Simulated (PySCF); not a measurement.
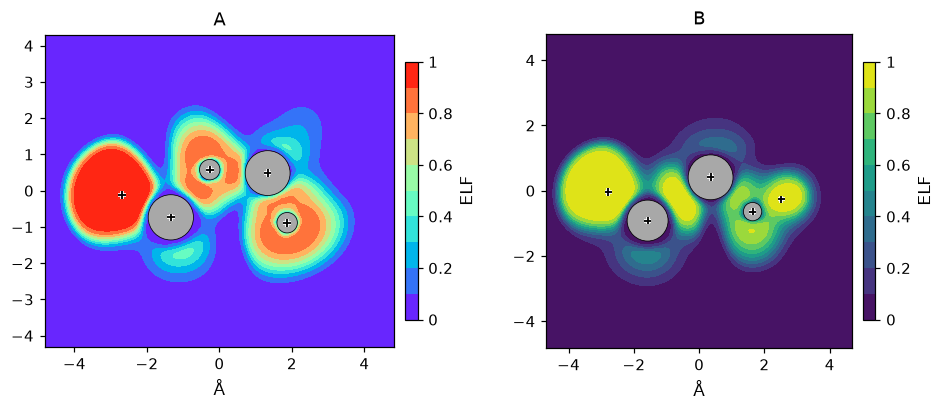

The electron localisation function of 2 systems, each on a plane through atoms (crosses mark nuclei in the plane; grey discs cover the cores).

Computed with PBE0/pcSseg-2, SCF density, gas phase, non-relativistic (PySCF).

System 1: H5O4PSi, the plane of atoms O5, Si6 and H11. Geometry: PBE0-D3(BJ)/def2-SVP.

```xyz
11

O     0.2712   -1.5622   -1.1208
P    -0.6616   -0.4923   -0.7291
O    -1.1190    0.4748   -1.9158
O    -2.0681   -0.9667   -0.1056
O    -0.0923    0.5148    0.3835
Si    1.5005    0.5451    0.9703
H    -1.7393    1.1596   -1.6351
H    -2.0147   -1.8824    0.1965
H     2.4574    0.7051   -0.1566
H     1.7798   -0.7008    1.7344
H     1.5497    1.7272    1.8705
```

System 2: FH7OSi3 (SMILES O[Si](F)([SiH3])[SiH3]), the plane of atoms Si3, Si1 and O4. Geometry: PBE0-D3(BJ)/def2-SVP.

```yaml
atoms:
  - { symbol: Si, position_ang: [0.2963, -0.5249, 0.3564] }
  - { symbol: Si, position_ang: [-1.6026, 0.7079, 0.9880] }
  - { symbol: Si, position_ang: [1.5443, 0.3720, -1.4093] }
  - { symbol: O, position_ang: [-0.1062, -2.0707, -0.0973] }
  - { symbol: F, position_ang: [1.2437, -0.5863, 1.6892] }
  - { symbol: H, position_ang: [-2.2942, 0.0293, 2.1295] }
  - { symbol: H, position_ang: [-1.2200, 2.0919, 1.4034] }
  - { symbol: H, position_ang: [-2.5534, 0.7935, -0.1637] }
  - { symbol: H, position_ang: [2.0284, 1.7335, -1.0248] }
  - { symbol: H, position_ang: [0.6688, 0.4997, -2.6145] }
  - { symbol: H, position_ang: [2.7142, -0.5001, -1.7287] }
  - { symbol: H, position_ang: [-0.6809, -2.5735, 0.4888] }
```

Question: Which map belongs to which system?

Answer: Panel A is system 1, H5O4PSi: the plane holds O, P, Si and H. P–O (1.47 Å): the ELF peaks at about 0.80 between the atoms; a polar covalent bond. Panel B is system 2, FH7OSi3: the plane holds Si, O and H. Si–O (1.66 Å): the ELF peaks at about 0.85 between the atoms; a polar covalent bond.
